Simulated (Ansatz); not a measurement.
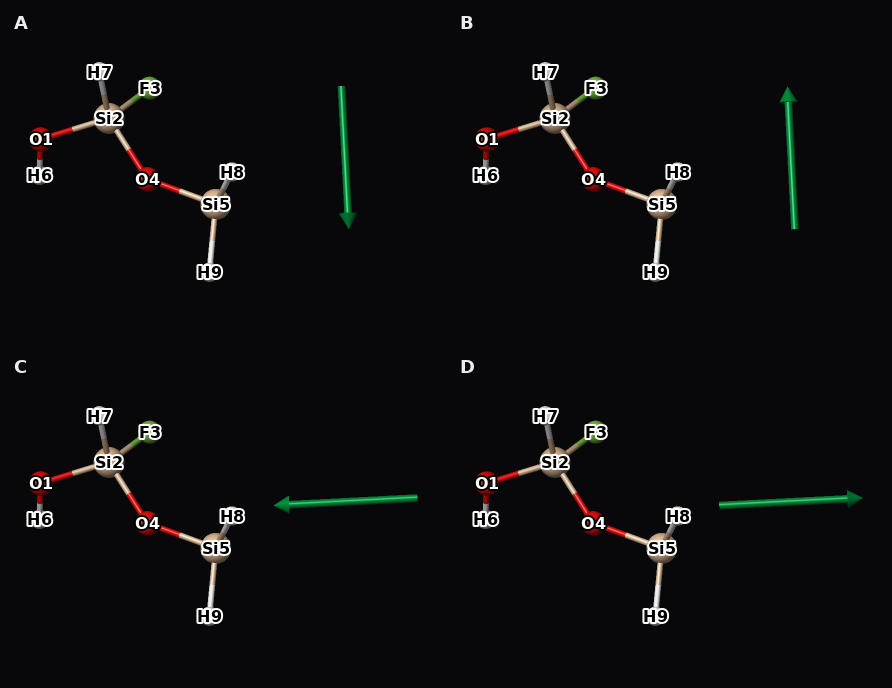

The same molecule four times, each with an arrow. Charge 0, doublet. Computed geometry: PBE-D4/def2-SVP optimisation. No frequency run is at hand to confirm it as a minimum. Method: UKS PBE-D4/def2-SVP (Ansatz 0.2.0).

Question: Which arrow points along the dipole moment, from the negative to the positive end?

Answer: A. The dipole moment is 1.29 D; it points from the side of F3, H7 to the side of H9 (the outermost atoms at the two ends).
